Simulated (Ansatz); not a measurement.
**H4O4Si···HCl: density, localisation and related maps**

```
atom    x (Å)    y (Å)    z (Å)
  Si  -0.3135  -0.2401   0.1392
   O  -0.2918  -0.2685   1.7979
   H  -0.4254   0.5812   2.2340
   O   1.2005   0.0743  -0.4663
   H   1.7207  -0.7117  -0.6668
   O  -1.3421   0.9341  -0.3623
   H  -1.1628   1.2902  -1.2395
   O  -0.6539  -1.7630  -0.3847
   H  -1.3566  -2.2345   0.0710
  Cl   1.1767   2.2835   1.7512
   H   1.3975   1.0676   1.2366
```

Not at a stationary point (largest force 1.2 eV/Å).

Computed with Ansatz 0.2.0, RKS PBE0-D4/def2-SVP.

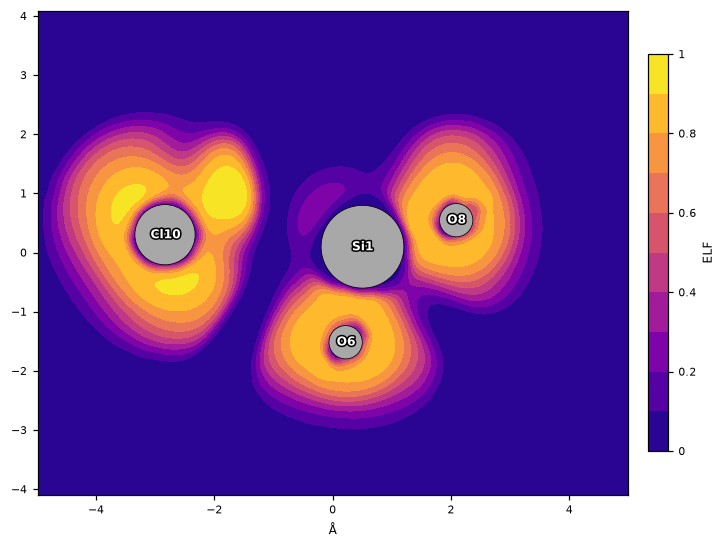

Figure 1. Electron localisation function on the plane of atoms O6, Si1 and O8. Grey discs cover the atomic cores.

Interpret the plot.

Answer.
- Atoms in the plane: Si, O and Cl.
- Si–O (1.64 Å): the ELF peaks at about 0.90 between the atoms (a shared but strongly polarised pair).
- The ELF also peaks beside O6, Cl10 and O8, away from the bonds: lone-pair regions.

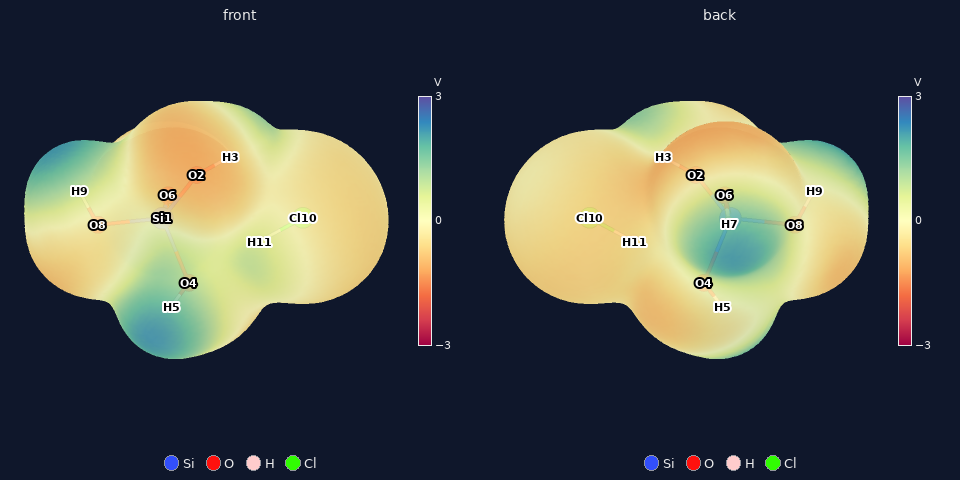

Figure 2. The electrostatic potential painted on the density surface at 0.001 e/bohr³, seen from the front and from behind; the colour scale runs from red (negative) to blue (positive).

Describe the electrostatic potential map.

Answer. The most negative region (about −1.1 V, or −25 kcal/mol for a unit charge) lies over O2 and O6, the most positive (about +2.2 V, or +51 kcal/mol for a unit charge) over H5, H7 and H9.

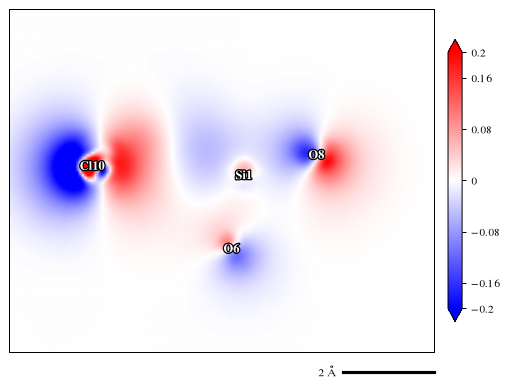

Figure 3. The HOMO on the plane of atoms O6, Si1 and O8 (values in Å⁻³ᐟ²; the overall sign is arbitrary).

Describe this orbital and give its energy.

Answer. It lies mainly on Cl10 (about 65 %) and O2 (about 25 %). Its energy is −8.65 eV.
